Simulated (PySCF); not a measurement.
SMILES CO[SiH2][Si](C)(C)C (C4H14OSi2), GFN2-xTB optimised geometry. Atoms within 1.6 Å of the plane z = 0.0 Å (x, y, z in Å): Si1 (-0.37, -0.93, 0.00), O2 (1.26, -0.93, 0.00), C3 (2.11, -2.03, 0.00), Si4 (-0.79, 1.34, 0.00), C5 (-0.09, 2.23, -1.55), C6 (-2.68, 1.60, 0.00), C7 (-0.08, 2.23, 1.54), H8 (-0.86, -1.72, -1.15), H9 (-0.86, -1.72, 1.15), H10 (1.95, -2.65, 0.89), H11 (3.14, -1.67, 0.00), H12 (1.94, -2.65, -0.89), H14 (-0.29, 3.30, -1.52), H16 (-3.14, 1.15, 0.88), H17 (-2.94, 2.65, 0.00), H18 (-3.14, 1.15, -0.87), H19 (-0.29, 3.30, 1.52).

Computed with PBE0/def2-SVP run with PySCF. Cells within 0.4 Å of a nucleus heavier than hydrogen are left out (blank, or x).

Map of the Laplacian of the electron density (e/bohr⁵), clipped to [-1.50, 1.50] on the plane z = 0.0 Å:

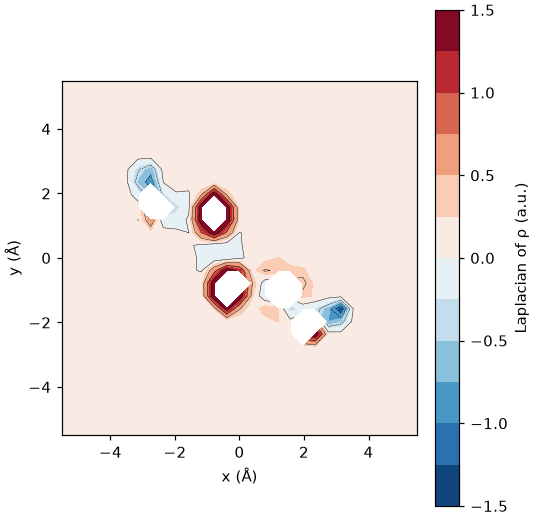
Figure. Laplacian of the electron density (e/bohr⁵), clipped to [-1.50, 1.50] on the plane z = 0.0 Å.
